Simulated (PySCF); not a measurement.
# Ga₂F⁺: structure of the singlet

Where does singlet Ga₂F⁺ go from a bent start, is the end point a minimum, and what are its modes, charges and moments?

The runs use PySCF 2.14.0; PBE0, basis F def2-TZVP, Ga def2-TZVP, no relativity, density fitting.

### 1 The system as given

3 atoms, charge 1, spin multiplicity 1.

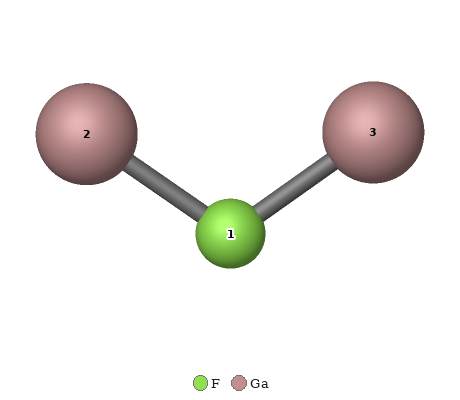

Start geometry, drawn with fluorine green, gallium pink; atoms are numbered from 1 in the order of the file.

Coordinates in bohr (charge 1 multiplicity 1):
```
F     0.0000    0.0000    0.0000
Ga    2.8520    0.0000    1.9971
Ga   -2.8520    0.0000    1.9971
```

### 2 The SCF at the typed geometry

The steps below are one call of a driver around PySCF. For each, scf.py gives the equivalent set-up of the SCF; relaxations use the driver's own optimiser. After this first run the driver tries any further starts and a stability analysis.

Contents of scf.py:

```python
from pyscf import gto, scf, dft
mol = gto.M(atom='''
F      0.000000     0.000000     0.000000
Ga     1.509200     0.000000     1.056800
Ga    -1.509200     0.000000     1.056800''',
    basis={'F': 'def2-TZVP', 'Ga': 'def2-TZVP'},
    charge=1, spin=0)
mf = dft.RKS(mol, xc='PBE0')
mf.grids.atom_grid = (50, 194)
aux = {'F': 'def2-universal-JKFIT', 'Ga': 'def2-universal-JKFIT'}
mf = mf.density_fit(auxbasis=aux)
mf.conv_tol = 1e-08
mf.diis_space = 10
mf.max_cycle = 60
mf.init_guess = 'minao'
mf.verbose = 4
mf.kernel()
```

The run is started by

```sh
> OMP_NUM_THREADS=2 python axn.py task.json out
```

After this run come: Bent start, singlet: relaxation; Frequencies.

Before running it: what results should come out? Wanted: minimum; geometry; wavenumbers; dipole moment; highest occupied, lowest empty level; polar-tensor charge of F1; zero-point energy.

The runs gave:

| quantity | value |
| --- | --- |
| minimum | singlet, D∞h |
| geometry | F–Ga 2.006 Å (×2); Ga–F–Ga 180.0° |
| wavenumbers (cm⁻¹) | 93 (πu), 190 (σg+), 392 (σu+) |
| dipole moment (centre of mass) | 0.00 D |
| highest occupied, lowest empty level | -12.84, -6.11 eV |
| polar-tensor charge of F1 | -1.01 e |
| zero-point energy | 4.6 kJ/mol |
| entropy at 298.15 K | 291.4 J/(mol K) |

From C2v at the start the molecule goes to a D∞h minimum. The strongest infrared band lies at 392 cm⁻¹ (σu+). Other starts or spin states, not run here, may lie lower.
